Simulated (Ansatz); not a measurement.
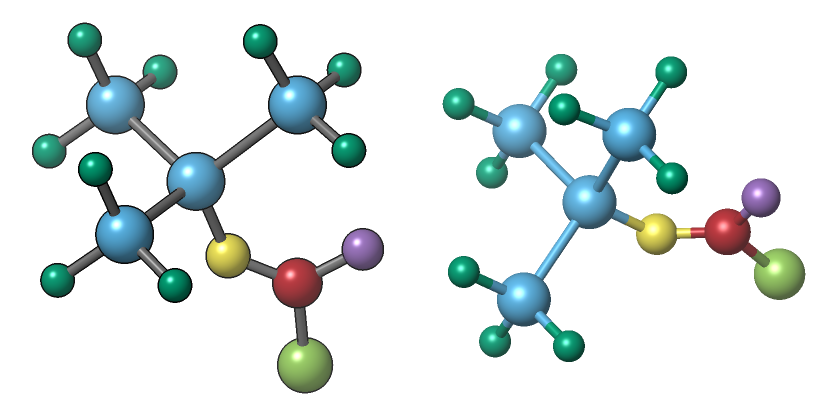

Both panels show the same species. Colours: boron red, chlorine green, oxygen yellow, silicon blue, fluorine purple, hydrogen teal.

The computed structure is the end point of a PBE0-D4/def2-TZVP optimisation.

**Which formula does it have?**

BClFH₉OSi₄, 17 atoms: 1 boron, 1 chlorine, 1 fluorine, 9 hydrogen, 1 oxygen and 4 silicon.

**Count the bonded pairs by element.**

9 Si–H, 3 Si–Si, 1 B–Cl, 1 B–F, 1 O–Si, 1 B–O. Sticks follow a distance rule.

The parts below concern this one geometry. Atoms keep their numbers from picture to picture.

Shape

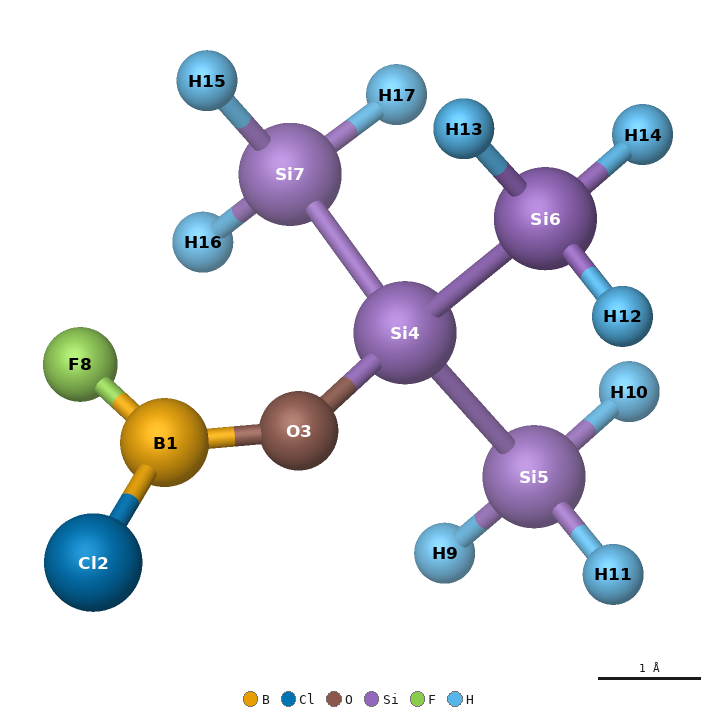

Numbered structure.

Give these bond angles: B1–O3–Si4, Cl2–B1–O3, Cl2–B1–F8, O3–Si4–Si5, O3–Si4–Si6, Si4–Si5–H9, Si4–Si5–H10, Si4–Si5–H11, Si4–Si6–H12, Si4–Si7–H15, Si4–Si7–H17, Si5–Si4–Si7.

```tsv
angle	degrees
B1–O3–Si4	135.6
Cl2–B1–O3	120.8
Cl2–B1–F8	117.6
O3–Si4–Si5	107.4
O3–Si4–Si6	107.4
Si4–Si5–H9	110.4
Si4–Si5–H10	108.1
Si4–Si5–H11	110.9
Si4–Si6–H12	110.9
Si4–Si7–H15	111.3
Si4–Si7–H17	106.3
Si5–Si4–Si7	109.6
```

Vibrations

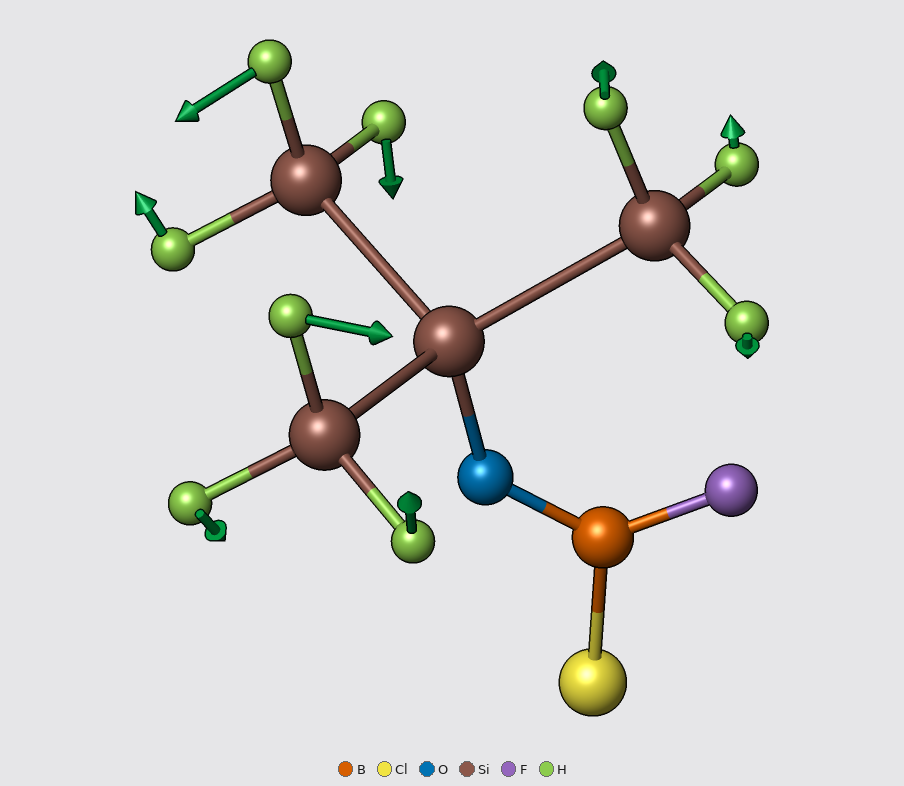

The arrows show one normal mode. Harmonic vibrations computed with RKS PBE0-D4/def2-TZVP (Ansatz 0.2.0) at a stationary point of the same level.

**What kind of motion is it?**

Mostly H–Si–H bending.

**At what wavenumber does it lie?**

926 cm⁻¹; it is mode 29 of 45 counted from the lowest.

Dipole moment

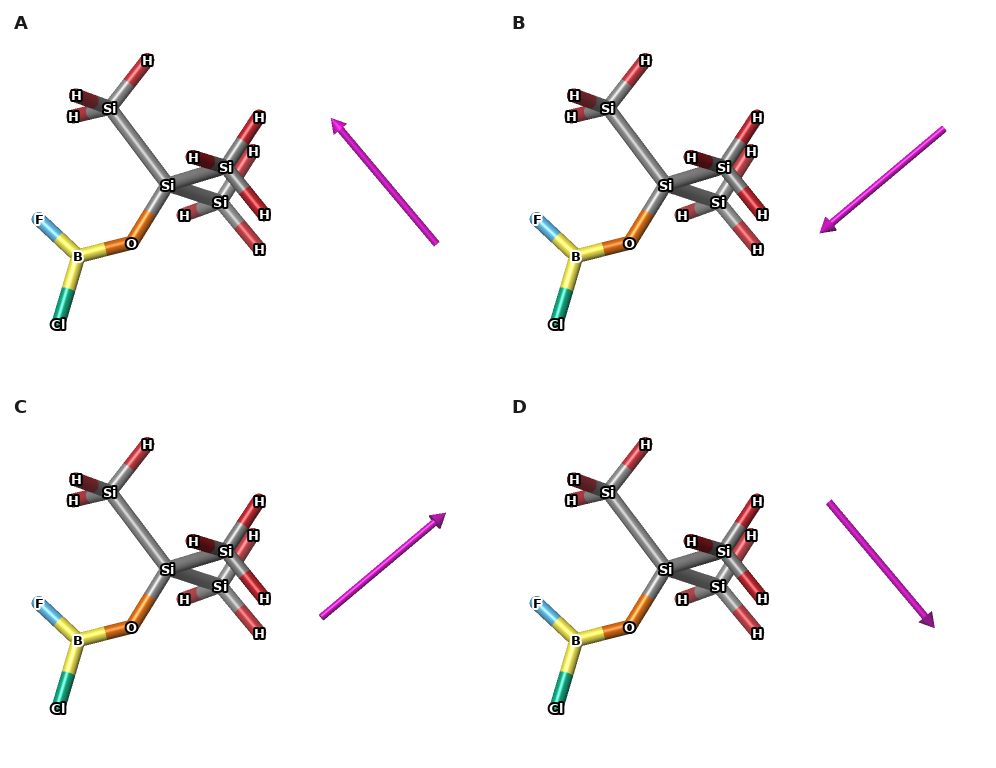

The same molecule four times, each with an arrow. Method: RKS PBE0-D4/def2-TZVP (Ansatz 0.2.0).

**Which arrow points along the dipole moment, from the negative to the positive end?**

C. The dipole moment is 1.70 D.

Charges

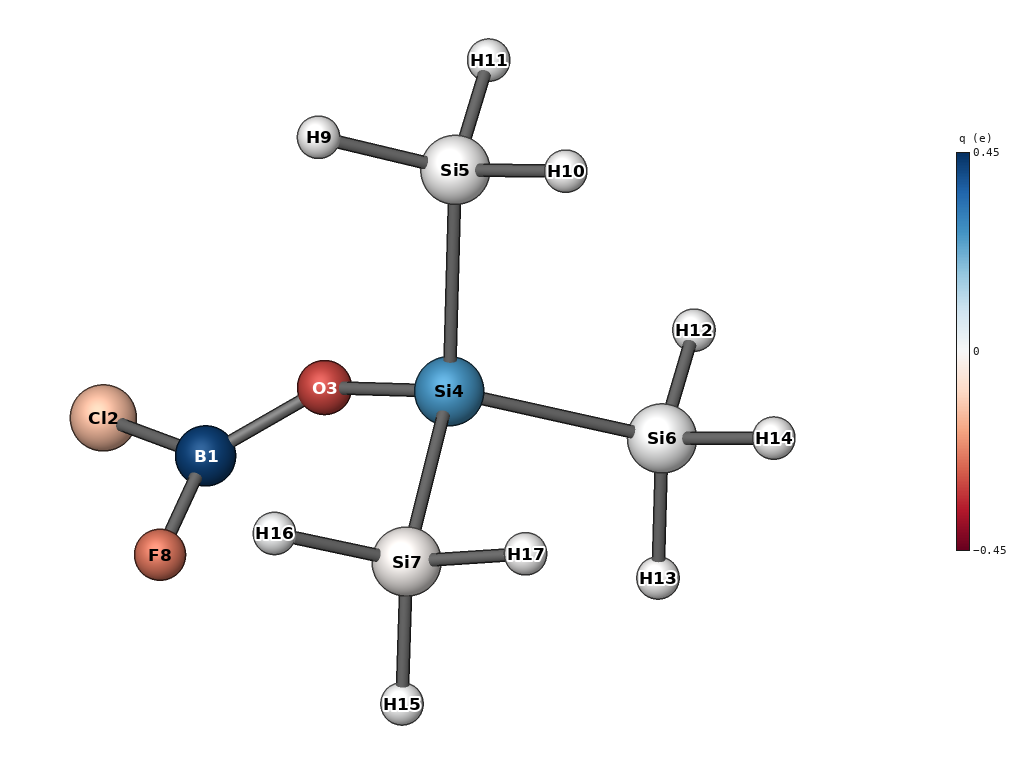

Atoms are coloured by their Mulliken charges. Level of theory: RKS PBE0-D4/def2-TZVP (Ansatz 0.2.0).

**Which atom carries the highest charge (most positive or least negative)?**

B1 (0.42 e).

**And the lowest?**

O3 (−0.30 e).

List the Mulliken charges.

```csv
atom,value (e)
B1,0.42
Cl2,−0.14
O3,−0.30
Si4,0.27
Si5,0.00
Si6,0.00
Si7,−0.01
F8,−0.24
H9,0.00
H10,0.00
H11,0.00
H12,0.00
H13,0.00
H14,0.00
H15,0.00
H16,0.00
H17,0.00
```

Mulliken values depend strongly on the basis set and can even reverse the polarity of a bond.
